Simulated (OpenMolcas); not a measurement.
# Yb³⁺ among point charges: CASSCF and CASPT2 levels and susceptibility

How does a field of 2 point charges split the states of Yb³⁺, and what χT follows?

Program: OpenMolcas 26.06. Level of theory: state-averaged CASSCF and CASPT2, spin-orbit coupling by RASSI with atomic mean-field integrals. These are calculated values, not measurements, unless marked.

## Step 1: The system

| Item | Value |
| --- | --- |
| Species | Yb³⁺ (ytterbium, Z = 70, 67 electrons) |
| Basis | ANO-RCC-VDZP [7s6p4d2f1g], 68 functions |
| Scalar Hamiltonian | DKH2, point nucleus |
| Inactive shells | 1s 2s 2p 3s 3p 3d 4s 4p 4d 5s 5p |
| Active space | 13 electrons in 7 orbitals (4f) |
| Some configurations of this space | 4f13 |
| Orbitals | optimised for the highest spin of each parity, averaged over all roots |

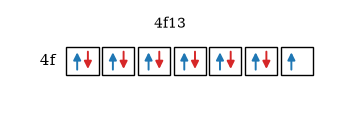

The shells outside the core, filled by Hund's rule for the drawing.

The ion sits among 2 point charges of -1.5 e arranged as a linear pair (D∞h), 2.49 Å from the ion.

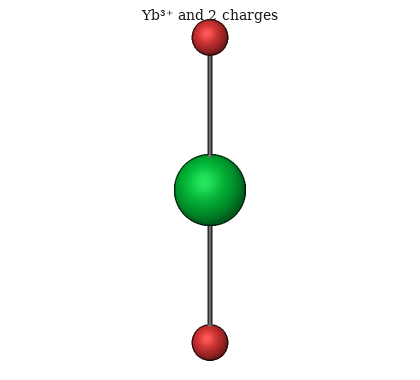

The ion and the point charges (red).

Each step is its own input file, run in one work folder so that later steps find the files of earlier ones. Labels, J, g values, rates, χT and fits are worked out afterwards by a script from the matrices that RASSI stores. The input lists half of the charges; inversion (Group=XYZ) makes the rest.

## Step 2: Basis and integrals

Input file a.inp:

```
&GATEWAY
Coord
1

Yb 0.0 0.0 0.0
Basis=ANO-RCC-VDZP
Group=XYZ
NoMove
AngMom=0.0 0.0 0.0
AMFI
XField
1 Angstrom 0
0.000000 0.000000 2.490000 -1.500000
&SEWARD
```

Launch:

```bash
$ OMP_NUM_THREADS=1 MOLCAS_MEM=2252 MOLCAS_PROJECT=a pymolcas a.inp > a.log
```

## Step 3: CASSCF: doublets of odd parity, 7 roots

Input file a.inp:

```
&RASSCF
FileOrb=start.orb
Symmetry=2
Spin=2
nActEl=13 0 0
Inactive=15 12
Ras2=0 7
CIRoot=7 7 1
SDav=7
CIMx=300
Iter=120 100
PrWF=0.3
OrbListing=Nothing
MaxOrb=0
>>> COPY $Project.JobIph JOB001
```

start.orb holds the contracted functions of the basis, ordered by shell, or the orbitals of the step before.

## Step 4: RASSI: spin-orbit coupling between the states

Input file a.inp:

```
&RASSI
NrOfJobIphs=1 7
1 2 3 4 5 6 7
IphNames
JOB001
EJob
SpinOrbit
DIPRint=1.0
SOCoupling=1000.0
Subsets=2
Property=9
'ANGMOM' 1 'ANGMOM' 2 'ANGMOM' 3 'MLTPL  1' 1 'MLTPL  1' 2 'MLTPL  1' 3
'AMFI' 1 'AMFI' 2 'AMFI' 3
SOProperty=3
'ANGMOM' 1 'ANGMOM' 2 'ANGMOM' 3
```

## Step 5: CASPT2: IPEA 0.25, imaginary shift 0.1 (closed shells correlated: 5s 5p)

Input file a.inp:

```
>>> COPY JOB001 $Project.JobIph
&CASPT2
Multistate=7 1 2 3 4 5 6 7
NoMult
Frozen=14 9
IPEA=0.25
Imaginary=0.1
MaxIter=60
WThr=0.0 0.3 0.05
PrWF=0.5
NoMix
```

(Steps that only read results are left out.)

What does the calculation give? Wanted: spin-free ground state; first state of the same spin within the active space; lowest level; next level.

As calculated:

| quantity | value |
| --- | --- |
| method | SS-CASPT2, IPEA 0.25, imaginary shift 0.1 (closed shells correlated: 5s 5p) |
| spin-free ground state | 2Sigma, 1-fold in its orbital part |
| first state of the same spin within the active space | 2Pi at 333 cm⁻¹ |
| lowest level | 2-fold, g = 1.17, 4.59, 4.59 |
| next level | 448.9 cm⁻¹ |
| χT at 300 K | 2.21 cm³ K/mol |
| effective moment at 300 K | 4.20 μB |

Cost by method:

```csv
method,time of its own steps,time with the reference
A. CASSCF,3.1 s,3.1 s
"B. SS-CASPT2, IPEA 0.25, imaginary shift 0.1, +5s 5p",1.3 s,4.5 s
```

Times are of one thread on a shared host.

The spin-free ground state (2Sigma) comes to 100 % from free-ion F terms and keeps the highest spin of the shell. Point charges carry no covalency, so the field is a model and not that of real ligands.
